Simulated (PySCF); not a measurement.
# A diatomic session: BSb+

One job finds the state of BSb+, follows it along the bond with each method and fits the curves.

Program: PySCF 2.14.0. Level of theory: B cc-pVDZ, Sb cc-pVDZ-PP with ECP28, scalar-relativistic core potentials. These are calculated values, not measurements.

**1. Input**

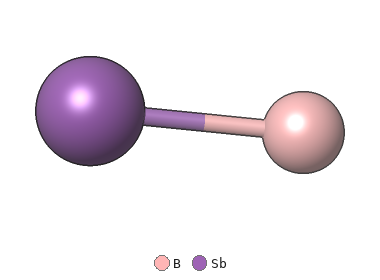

The two atoms at the starting distance (boron pink, antimony purple).

The job is set up so:

* atoms: B, Sb
* charge: 1
* basis: B cc-pVDZ, Sb cc-pVDZ-PP with ECP28
* Hamiltonian: scalar-relativistic core potentials
* basis functions: 37
* electrons treated: 27
* masses in u: 11.0093, 120.9038
* levels: PBE0, PBE, r²SCAN, PBEsol, TPSSh, BHandHLYP, CAM-B3LYP, HF, MP2, SCS-MP2, CCSD, CCSD(T)
* grid: 80 radial by 434 angular points
* occupations: held fixed by the projection of orbital angular momentum
* dissociation limit: B+ + Sb, each in its ground configuration
* starting distance in angstrom: 2.280
* values of 2S to try: 1, 3

Command:

```console
$ OMP_NUM_THREADS=1 python dia.py task.json out
```

After this run come: First curve: PBE0; Excited determinants; PBE (GGA); r²SCAN; PBEsol (GGA); TPSSh; BHandHLYP (global hybrid GGA); CAM-B3LYP (range-separated hybrid); UHF (mean field); MP2 and coupled cluster.

Before running it: what results should come out? Wanted: for each run, Re; ωe; De; μ.

The runs gave:

Lowest PBE0 solution found, without spin–orbit coupling: ⁴Σ⁻ (quartet), unpaired electrons σ ↑, π ↑↑. State 2 has its PBE0 minimum 0.31 eV higher, as a spin-mixed determinant (⟨S²⟩ = 1.76), so this is no gap between pure states. State 3 has its PBE0 minimum 0.41 eV higher, as a spin-mixed determinant (⟨S²⟩ = 1.76), so this is no gap between pure states. State 4 has its PBE0 minimum 1.15 eV higher. The other levels ran on the lowest alone.

| level | Re (Å) | ωe (cm⁻¹) | De (eV) | μ (D) |
| --- | --- | --- | --- | --- |
| UHF | 2.260 | 353 | 1.64 | -3.55 |
| UHF-MP2 | 2.188 | 523 | 2.03 | n/a |
| UHF-SCS-MP2 | 2.229 | 454 | 1.82 | n/a |
| UHF-CCSD | 2.263 | 423 | 1.80 | n/a |
| UHF-CCSD(T) | 2.254 | 451 | 1.94 | n/a |
| PBE | 2.209 | 520 | 3.29 | -1.89 |
| PBEsol | 2.195 | 537 | 3.37 | -1.92 |
| r²SCAN | 2.189 | 544 | 3.15 | -2.18 |
| TPSSh | 2.200 | 525 | 3.05 | -2.07 |
| PBE0 | 2.188 | 530 | 2.94 | -2.12 |
| BHandHLYP | 2.202 | 494 | 2.57 | -2.45 |
| CAM-B3LYP | 2.187 | 518 | 2.77 | -2.23 |

De is counted to B+ + Sb in their ground configurations. A positive dipole points from B to Sb; in an ion it is taken about the centre of mass and does not tell which atom is negative.

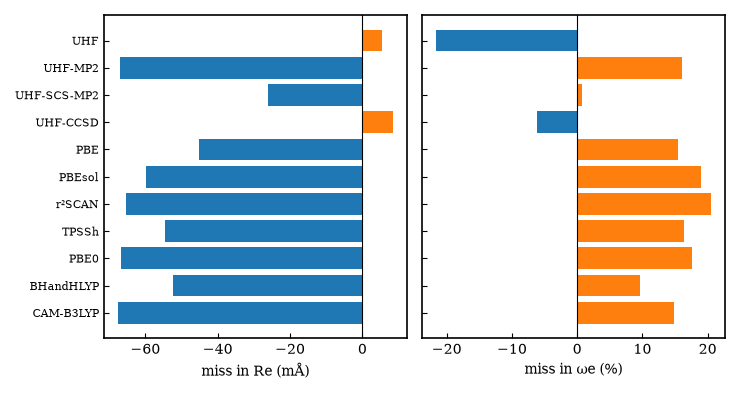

How far each level lies from CCSD(T) in the same basis.

**Reading.** Judged by CCSD(T) in the same basis: best bond length UHF (+5 mÅ), worst CAM-B3LYP (-68 mÅ); best wavenumber UHF-SCS-MP2 (+0.7 %), worst UHF (-21.7 %). CCSD(T) in a basis this small is itself some way from its limit, more so than the functionals. Of the levels with a De here, UHF gives the least (1.64 eV) and PBEsol the most (3.37 eV).

Correlated steps freeze 5 core orbitals. These are scalar-relativistic numbers at best; spin–orbit coupling would shift them, the dissociation energy most. With spin–orbit coupling the term label itself may not hold.
